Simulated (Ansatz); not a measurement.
# Is Li2Nb in the C11b ordering a stable metal?, part 2 of 3

The plan: relax Li2Nb in the C11b ordering, check its phonons, and, if the lattice is stable, compute its Eliashberg function and ρ(T).

Ansatz 0.2.0; DFT PBE, scalar-relativistic, plane waves, PAW.

So far. Step 2 (Relaxation): The largest force is now 5.9e-5 eV/Å and the largest stress component 0.014 GPa. The relaxed cell has a = 2.653, c = 15.126 Å (conventional setting).

The structure was built from a prototype and need not be the compound's stable phase.

**3. Relaxation**

The relaxation is repeated from the new cell as a check.

Contents of input.yaml:

```yaml
crystal:
  lattice:
    - [2.652705157, 0.0, -1.2894e-06]
    - [0.0, 2.652705157, -1.2894e-06]
    - [1.3263562545, 1.3263562545, 7.5629131409]
  atoms:
    - { symbol: Nb, position: [0.0, 0.0, 0.0] }
    - { symbol: Li, position: [0.6632811568, 0.6632811568, 0.6734376863] }
    - { symbol: Li, position: [0.3367188432, 0.3367188432, 0.3265623137] }
kpoints:
  mp_grid: { grid: [12, 12, 12] }
hamiltonian:
  xc: pbe
scf:
  occupations: { method: gaussian, width: 0.1 }
output:
  forces: true
  stress: true
  eigenvalues: true
relax:
  adjacent_minimum: "off"
  f_tol: 0.005
  max_steps: 80
  cell: { stress_tol: 0.05 }
```

Run with:

```console
$ ansatz run input.yaml --threads 4 --pin off --max-ram 8192MiB --backend cpu --events-out ev --progress --plain --runs-dir out
```

Numbers of over 12 decimals in the logs are rounded to 6 here.

The program printed:

```text
[the first part of the log is left out]
  E_vxc        = -238.649842  (∫ρ·V_xc dr)
  E_paw        = -3115.991339  (= ΣΔE_a)
  E_vpaw       = -133.600878  (= ΣTr[D̂ρ^β])
  E_aug_tail   = 0.000044  (compensation charges beyond the density's cutoff)
  E_ewald      = -935.033014
  E_smearing   = -0.014082  (= −TS)
  E_closure    = 0.000000  (closes the sum)
  Σ components = -4960.745569   (vs F -4960.745569, Δ=0.00e0)
--- Forces (eV/Å), atoms counted from 1 ---
  atom   1  Nb     0.00000000    -0.00000000     0.00000000
[...]
P = ⅓ Tr σ = -0.0116 GPa (-0.116 kbar)
--- Band table (eV; the first three rows and the last of 163) ---
[...]
--- Relaxed structure (4 steps of the walk, 4 accepted, 1 SCFs on fresh bases) ---
[...]
cell:  # Å, volume = 53.1934 Å³
    - [2.663107, -3.1458965070383107e-13, -1.294437796926155e-6]
    - [-3.1458965070423107e-13, 2.663107, -1.294437796926978e-6]
    - [1.331557, 1.331557, 7.500334]
  atoms:
    - { symbol: Nb, position: [0, 0, 0] }
    - { symbol: Li, position: [0.663280, 0.663280, 0.673439] }
    - { symbol: Li, position: [0.336720, 0.336720, 0.326561] }
```

Elapsed: 6.8 s, on 4 threads of Intel Xeon Platinum 8375C at 2.90GHz (Ice Lake), shared host; peak memory 0.51 GiB.

Step by step:

| step | energy less that of the first step (eV) | largest force component (eV/Å) | pressure (GPa) | volume (Å³) |
| --- | --- | --- | --- | --- |
| 1 | 0.0000 | 0.0111 | 0.17 | 53.22 |
| 2 | -0.0004 | 0.0374 | 0.08 | 53.32 |
| 3 | -0.0010 | 0.0010 | -0.06 | 53.26 |
| 4 | -0.0010 | 0.0006 | -0.01 | 53.19 |
| 5 | -0.0010 | 0.0006 | -0.01 | 53.19 |

The log counts 1 steps on a newly chosen plane-wave basis, not all of them marked here; energy and pressure can jump at such steps.

| conventional cell, symmetrised | before | after | change |
| --- | --- | --- | --- |
| a (Å) | 2.653 | 2.663 | +0.4 % |
| b (Å) | 2.653 | 2.663 | +0.4 % |
| c (Å) | 15.126 | 15.001 | -0.8 % |
| volume (Å³/atom) | 17.74 | 17.73 | -0.0 % |

The relaxed structure:

```cif
data_structure
_symmetry_space_group_name_H-M 'P 1'
_symmetry_Int_Tables_number 1
_cell_length_a 2.6631
_cell_length_b 2.6631
_cell_length_c 7.7331
_cell_angle_alpha 80.085
_cell_angle_beta 80.085
_cell_angle_gamma 90.000
_cell_volume 53.19
loop_
_atom_site_label
_atom_site_type_symbol
_atom_site_fract_x
_atom_site_fract_y
_atom_site_fract_z
_atom_site_occupancy
Nb1 Nb 0.00000 0.00000 0.00000 1
Li2 Li 0.66328 0.66328 0.67344 1
Li3 Li 0.33672 0.33672 0.32656 1
```

Numbers from this step:

```
pressure        : -0.01156 GPa
volume per atom : 17.73 Å³
```

The largest force is now 5.7e-4 eV/Å and the largest stress component 0.024 GPa.

**4. Relaxing tightly for phonons**

Residual forces and stress shift phonon frequencies, so the cell is relaxed again, with tight thresholds and the mesh and smearing of this input.

Contents of input.yaml:

```yaml
crystal:
  lattice:
    - [2.663107425, 0.0, -1.2944e-06]
    - [0.0, 2.663107425, -1.2944e-06]
    - [1.3315573581, 1.3315573581, 7.5003340322]
  atoms:
    - { symbol: Nb, position: [0.0, 0.0, 0.0] }
    - { symbol: Li, position: [0.6632803941, 0.6632803941, 0.6734392118] }
    - { symbol: Li, position: [0.3367196059, 0.3367196059, 0.3265607882] }
kpoints:
  mp_grid: { grid: [12, 12, 12] }
hamiltonian:
  xc: pbe
scf:
  occupations: { method: methfessel_paxton, width: 0.2 }
output:
  forces: true
  stress: true
  eigenvalues: true
relax:
  adjacent_minimum: "off"
  f_tol: 0.001
  max_steps: 60
  cell: { stress_tol: 0.01 }
```

The program printed:

```text
[the first part of the log is left out]
  E_vxc        = -238.655424  (∫ρ·V_xc dr)
  E_paw        = -3115.992674  (= ΣΔE_a)
  E_vpaw       = -133.601935  (= ΣTr[D̂ρ^β])
  E_aug_tail   = 0.000044  (compensation charges beyond the density's cutoff)
  E_ewald      = -935.040750
  E_smearing   = -0.004706  (= −TS)
  E_closure    = 0.000000  (closes the sum)
  Σ components = -4960.738854   (vs F -4960.738854, Δ=0.00e0)
--- Forces (eV/Å), atoms counted from 1 ---
  atom   1  Nb     0.00000000     0.00000000     0.00000000
[...]
0.000000       0.000000       0.004227
  P = ⅓ Tr σ = 0.0014 GPa (0.014 kbar)
--- Band table (eV; the first three rows and the last of 163) ---
[...]
--- Relaxed structure (3 steps of the walk, 2 accepted, 1 SCFs on fresh bases) ---
[...]
cell:  # Å, volume = 53.1837 Å³
    - [2.662777, -3.1453780477913084e-13, -1.294251967834468e-6]
    - [-3.145378047791269e-13, 2.662777, -1.294251967834459e-6]
    - [1.331392, 1.331392, 7.500817]
  atoms:
    - { symbol: Nb, position: [0, 0, 0] }
    - { symbol: Li, position: [0.663304, 0.663304, 0.673392] }
    - { symbol: Li, position: [0.336696, 0.336696, 0.326608] }
```

Elapsed: 5.6 s, on 4 threads; peak memory 0.51 GiB.

Little changed from the start: no atom moved by 0.005 Å and no cell edge by 0.1 %.

This step gave:

```yaml
pressure: 0.001386 GPa
```

The largest force is now 2.3e-5 eV/Å and the largest stress component 0.0042 GPa, small enough for phonons.

**5. Lattice stability: q 2×2×2, k 6×6×6**

Couplings are defined for a stable lattice alone, so phonons come first.

Contents of input.yaml:

```yaml
crystal:
  lattice:
    - [2.6627767542, 0.0, -1.2943e-06]
    - [0.0, 2.6627767542, -1.2943e-06]
    - [1.3313920229, 1.3313920229, 7.5008170077]
  atoms:
    - { symbol: Nb, position: [0.0, 0.0, 0.0] }
    - { symbol: Li, position: [0.6633039286, 0.6633039286, 0.6733921428] }
    - { symbol: Li, position: [0.3366960714, 0.3366960714, 0.3266078572] }
kpoints:
  mp_grid: { grid: [6, 6, 6] }
hamiltonian:
  xc: pbe
scf:
  occupations: { method: methfessel_paxton, width: 0.2 }
output:
  eigenvalues: true
phonons:
  method: dfpt
  qmesh: [2, 2, 2]
  temperatures: { t_max: 1000, t_step: 50 }
  qpath:
    path:
      - [[0.0, 0.0, 0.0], [0.5, 0.5, 0.5], [0.5, 0.5, 0.75], [0.5, 0.0, 0.5], [0.0, 0.0, 0.0], [0.0, 0.0, 0.5], [0.48424704, 0.0, 0.74212352]]
      - [[0.51575296, 0.0, 0.25787648], [0.0, 0.0, 0.0]]
      - [[0.5, 0.5, 0.5], [0.51575296, 0.48424704, 0.5]]
      - [[0.48424704, 0.48424704, 0.98424704], [0.0, 0.0, 0.5]]
    npoints: 10
```

The program printed:

```text
Warning: crystal.symmetry: narrowed to the stabiliser of the run's FFT grids — unitary ops 16 → 4. A phonons.method: dfpt run fills in the rows of the dynamical matrix that it does not solve by its symmetry operations, which is exact only for operations that map its FFT grids onto themselves: filled in by any other, the frequencies could depend on the order in which like atoms are typed, or, by more than the grids' own error, on where the crystal sits among the grids' points. Excluded: 12 operations. The run can therefore solve more perturbations, solve them on more k-points, or both, and cost more. [rest of the remark cut]
[...]
Crystal: 3 atoms, lattice volume = 53.184 Å³
Basis set: ecut = 420 eV, 1029 PW (Γ), exchange–correlation on 36×36×108 points (8 copies of the dense FFT grid, shifted against one another)
Bands: 14, of which v1, the nominal top of the filled ones, is band 10 counted from 1 (9 counted from 0)
Symmetry: 16 space group operations
k-points: 68 of 216 (irreducible under 4 space group operations)
[...]
SCF iter   1: F=—  HF=-4960.715629 eV  |F-HF|=—  |Δ(HF+E_count)|=         —  Δρ=5.74e-3  dr2=1.23e-2  ethr=1.77e-3  ⟨swp⟩=4.7  Hψ=4661  notcnv=0
[...]
SCF iter   9: F=-4960.714060 eV  HF=-4960.714060 eV  |F-HF|=9.09e-13  |Δ(HF+E_count)|=  1.46e-11  S|Δr|=    0.00e0  Δρ=3.63e-8  dr2=4.51e-13  ethr=1.00e-12  ⟨swp⟩=3.5  Hψ=4302  notcnv=0
SCF 1 converged in 9 iterations: F = -4960.714060 eV  dr2 = 4.51e-13
[...]
phonons: the bands overlap, so this run is a metal and interpolates without the dipole-dipole term. If the crystal is really an insulator or semiconductor, its LO-TO splitting is missing
NSCF: frozen V_eff on 30 k-points
WARN: eigensolver did not converge in 2 slots of this pass, the one above among them; of largest residual over every band (k=28): 1 band(s) unlocked (lowest unlocked band 13, counted from 0; max residual 1.22e-5 eV among the unlocked bands, 1.22e-5 eV over every band); of lowest unlocked band (k=28): band 13
[...]
DFPT response loops at q = (0, 0, 0) (fractional): preconditioner auto → Kerker (q_TF=auto, 2.298 Å⁻¹) (partly filled bands, converged f_vac=0.000); β = 1.00, the filter's whole step (`scf.mixing.beta` (0.50) is not read by the response loops under this deck's `scf.mixing.preconditioner`; to damp them name `kerker` or `kerker_dos`, under which they read `scf.mixing.beta`, and type it under 1.00, their step now; both keys bind the ground state too); Broyden in place of MSR1
[...]
SCF converged after 9 iterations
Stability not checked: this state was not tested for a lower state beside it, because cold or Methfessel-Paxton smearing, or corrected tetrahedra, fill the levels in a way that the test cannot read (fill_not_monotonic; see scf.lower_state_search)
Free energy (F): -4960.714060 eV
[...]
Internal energy: -4960.710046 eV  (E = F + TS)
E sigma→0 (E₀):  -4960.713057 eV
Entropy (-TS):   -0.004014 eV (-1.338 meV/atom)
Fermi energy:    6.836698 eV
[...]
--- Band table (eV; the first three rows and the last of 68) ---
  k-point 0: bands = [... 6 lower, 2.1339, 4.0770, 4.2802, 5.4485, 6.1051, 10.4344, 10.4344, 12.4682]
  k-point 1: bands = [... 6 lower, 2.1544, 4.0375, 4.2802, 5.2568, 6.3852, 10.4347, 10.4347, 12.4682]
  k-point 2: bands = [... 6 lower, 2.1983, 3.9485, 4.2801, 5.0516, 6.7867, 10.4354, 10.4354, 12.0557]
  k-point 67: bands = [... 6 lower, 3.0870, 6.0922, 6.1204, 9.1224, 10.5919, 11.6560, 11.8104, 13.5331]
--- Phonons (Γ-DFPT): 4 representative perturbations + reference (Σ response iterations 12) ---
  ASR residual: 2.807e-5 → 0.000e0 eV/Å²; symmetrization residual: 8.041e-7 eV/Å²
  The last average, over the group as it would stand without the narrowing to the FFT grids, took up to 1.007e-6 eV/Å² of the zone centre's force constants
  ASR residual per site (eV/Å²): 2.81e-5 2.29e-5 2.29e-5
  Γ frequencies (cm⁻¹): 0.00 0.00 0.00 169.74 169.74 182.01 182.01 272.24 324.94
--- Phonons (arbitrary-q DFPT): 6 irreducible q on the 2×2×2 mesh ---
  q = [0.0000, 0.0000, 0.0000] (star 1, of the zone-centre solve; hermiticity 4.89e-7, symmetrization 4.71e-13, taken by the last average 3.06e-7): -0.00 0.00 0.00 169.74 169.74 182.01 182.01 272.24 324.94
  q = [0.0000, 0.0000, -0.5000] (star 1, 4 solved perturbations in 360 linear systems a pass and spin channel, the states on 112 of 216 k-point pairs; hermiticity 2.56e-7, symmetrization 5.66e-13, taken by the last average 5.56e-7): 29.39 29.39 49.09 155.79 155.79 191.90 191.90 252.28 319.59
  q = [0.0000, -0.5000, 0.0000] (star 2, 6 solved perturbations on 112 of 216 k-point pairs; hermiticity 2.93e-7, symmetrization 8.55e-15, taken by the last average 6.65e-8): -219.91 -99.33 84.30 102.23 206.97 273.97 284.85 391.48 392.07
[...]
sum rule: each row above includes the acoustic sum rule's correction from the zone centre's row sums; it moved no ω² by more than (0.97 cm⁻¹)²
  mesh force constants: q→R imaginary residual 8.92e-18; ASR residual 2.807e-5 → 0.000e0 eV/Å²; symmetrization residual 4.441e-15 eV/Å²
  interpolated dispersion: 94 rows × 9 modes
  density of states and harmonic sums: on the 24×24×8 q-mesh, interpolated from the force constants of a 2×2×2 supercell (no non-analytic term)
  largest difference from the sums on the solved wave vectors: F 1.89e-2 eV, S 3.53e-5 and C_V 2.71e-5 eV/K
  zero-point energy: 0.118409 eV/cell   skipped modes (ω ≤ 0): 1085, of them read as no rigid motion or as one in doubt: 1082 (1.372e0 modes/cell left out, lowest -219.91 cm⁻¹)   left out of the sums: 1.53e-1 of the cell's modes: C_V's classical limit lies that fraction below 3 k_B per atom; for a crystal, a wire or a layer, F and S can be off by more, and a phonons.interpolated_qmesh denser along its periods is the remedy for the sampling
```

Run time: 34 s. Hardware: 4 threads; peak memory 0.6 GiB.

In the SCF lines HF is the Harris–Foulkes energy and dr2 the Hartree energy of the density residual, in eV; the loop may stop once dr2 is under the threshold and the program's other checks hold. Hψ counts applications of the Hamiltonian.

This step gave:

```yaml
share_of_imaginary_modes_in_the_plain_interpolation_between_solved_wavevectors: 0.1542
highest_frequency_solved_or_plainly_interpolated: 419.4 cm⁻¹
```

Solved on the 2×2×2 mesh alone; all other wavevectors are interpolated. Phonon branches along the path, in cm⁻¹:

| point | branch 1 | branch 2 | branch 3 | branch 4 | branch 5 | branch 6 | branch 7 | branch 8 | branch 9 |
| --- | --- | --- | --- | --- | --- | --- | --- | --- | --- |
| Γ | 0 | 0 | 0 | 170 | 170 | 182 | 182 | 272 | 325 |
| X | -88 | 165 | 179 | 251 | 257 | 395 | 396 | 417 | 419 |
| P | -88 | 172 | 172 | 253 | 255 | 395 | 395 | 418 | 418 |
| N | -220 | -99 | 84 | 102 | 207 | 274 | 285 | 392 | 392 |
| Γ | 0 | 0 | 0 | 170 | 170 | 182 | 182 | 272 | 325 |
| M | 29 | 29 | 49 | 156 | 156 | 192 | 192 | 252 | 320 |
| S | -220 | -99 | 86 | 101 | 207 | 272 | 287 | 391 | 392 |
| jump to S0 | -220 | -99 | 86 | 101 | 207 | 272 | 287 | 391 | 392 |
| Γ | 0 | 0 | 0 | 170 | 170 | 182 | 182 | 272 | 325 |
| jump to X | -88 | 165 | 179 | 251 | 257 | 395 | 396 | 417 | 419 |
| R | -89 | 165 | 179 | 251 | 257 | 394 | 395 | 417 | 419 |
| jump to G | -89 | 165 | 179 | 251 | 257 | 394 | 395 | 417 | 419 |
| M | 29 | 29 | 49 | 156 | 156 | 192 | 192 | 252 | 320 |

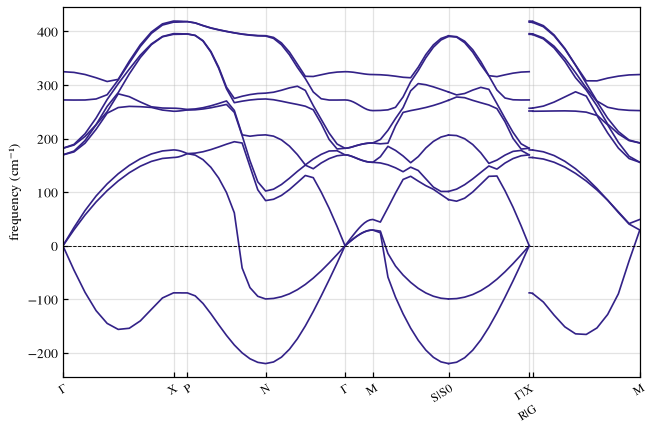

Phonon branches along the path.

Lowest modes at the softest wavevector of the mesh. The modes at q = (0.500, 0.000, 0.500) (shares of kinetic energy by element, %) (negative means imaginary):

| mode | frequency (cm⁻¹) | Nb % | Li % |
| --- | --- | --- | --- |
| 1 | -219.9 | 98 | 2 |
| 2 | -99.3 | 100 | 0 |
| 3 | 84.3 | 0 | 100 |
| 4 | 102.2 | 0 | 100 |
| 5 | 207.0 | 100 | 0 |
| 6 | 274.0 | 0 | 100 |

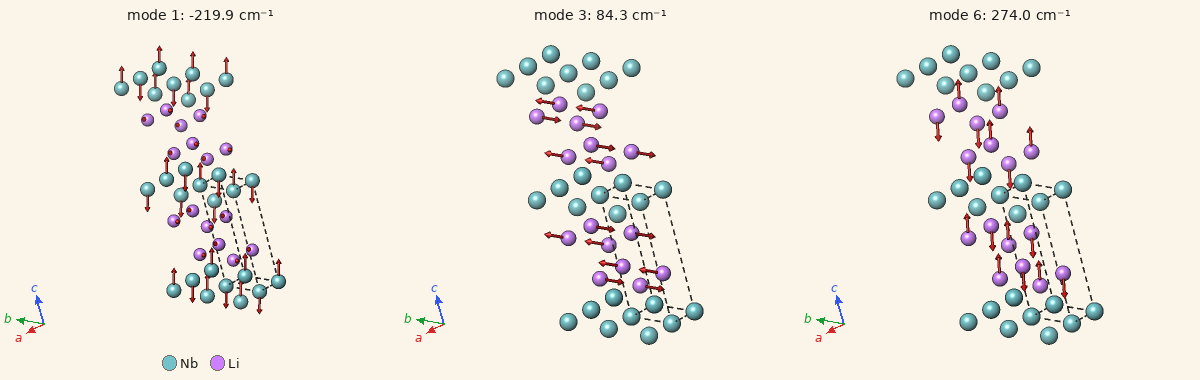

Displacement patterns of modes 1, 3 and 6 at q = (0.500, 0.000, 0.500); arrows are exaggerated. 2×2×2 cells are drawn. The axes are those of the cell as run, not the conventional ones. Some periodic images of atoms are drawn too.

Among the solved wavevectors the lowest mode, translations apart, is -220 cm⁻¹, imaginary.

(Part 2 of 3 ends here.)

[Logs are printed without paths, hosts, clocks, repeated set-up lines and the standing remarks that a program may print on its own settings, such as how far it seeks lower states.]

[Hosts, paths, dates, database ids (printed as entryN), source tags and the programs' standing remarks are cut or masked in the printed files.]
